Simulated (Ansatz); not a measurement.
```xyz
10

C     0.2286   -0.3713   -1.8190
Al   -0.9625    0.6247   -0.6880
N    -1.7619    2.2058   -1.6647
H     0.6612   -1.2307   -1.2822
H    -0.2919   -0.7615   -2.7116
H     1.0646    0.2546   -2.1780
H    -1.5655    0.6744    0.7518
H    -2.7914    2.1722   -1.6827
H    -1.4587    2.3000   -2.6430
H    -1.5381    3.1004   -1.2054
```

Geometry: B3LYP-D3(BJ)/def2-SVP.

Theory: Ansatz, isolated molecule in a Gaussian basis; Kohn-Sham density functional theory, functional PBE0.

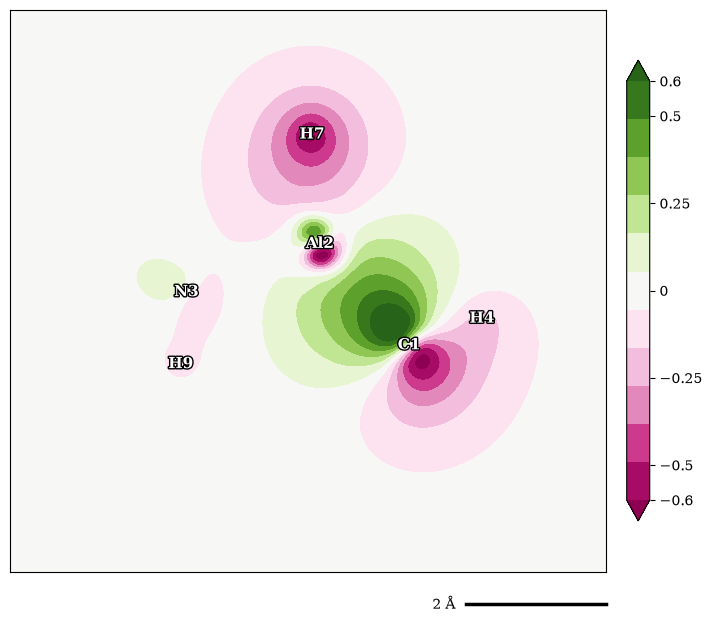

CH$_{7}$AlN (SMILES [CH3][AlH][NH3+]) (charge +1). The HOMO on the plane of atoms C1, Al2 and H7 (values in Å⁻³ᐟ²; the overall sign is arbitrary).

Question: What is the character of this orbital?

Answer: Its weight (Hirshfeld) is mainly on C1 (about 40 %), Al2 (about 25 %) and H7 (about 20 %). Its energy is −13.28 eV.
